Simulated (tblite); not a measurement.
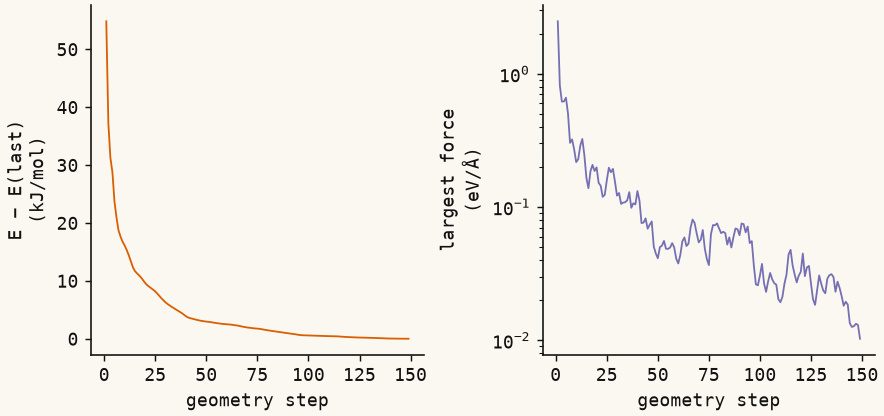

History of a geometry optimisation.

The run: CH12AlN2Si2 (SMILES CN[SiH2][N]([AlH3-])[SiH3]) (charge −1), by GFN2-xTB geometry optimisation, gas phase in tblite.

### How did it end, and what did it gain?

The optimisation met its thresholds at geometry 149, counting the start as the first. The energy fell by about 55 kJ/mol from the first step to the last. The largest force goes from about 2.5 eV/Å at the start to 0.01 eV/Å at the end.
